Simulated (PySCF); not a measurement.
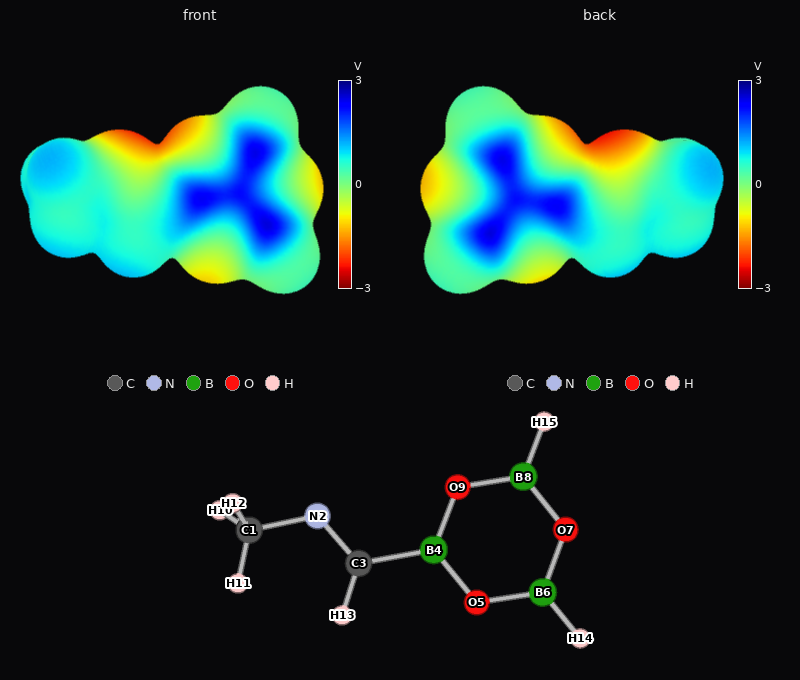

*C2H6B3NO3. The electrostatic potential painted on the density surface at 0.004 e/bohr³, seen from the front and from behind; red is negative and blue positive. The bare structure is drawn below in the same view.*

Geometry: PBE0-D3(BJ)/def2-SVP.

Level of theory: PBE0/pcSseg-1, SCF density, gas phase, non-relativistic in PySCF.

```xyz
15

C     3.6190   -0.2447    0.3785
N     2.2288    0.0885    0.4371
C     1.4141   -0.5188   -0.3293
B    -0.1158   -0.1850   -0.2901
O    -0.9687   -0.8706   -1.1265
B    -2.3124   -0.6033   -1.1208
O    -2.8071    0.3418   -0.2624
B    -1.9665    1.0354    0.5734
O    -0.6270    0.7664    0.5537
H     3.9550   -0.5604    1.3801
H     3.8690   -1.0368   -0.3556
H     4.1966    0.6642    0.1410
H     1.7711   -1.2973   -1.0405
H    -3.0508   -1.1923   -1.8646
H    -2.4106    1.8727    1.3126
```

Describe the electrostatic potential map.

Answer. The most negative region (about −2.3 V) lies over N2, the most positive (about +2.4 V) over B4, B6 and B8. N2 is the likeliest acceptor of a hydrogen bond.
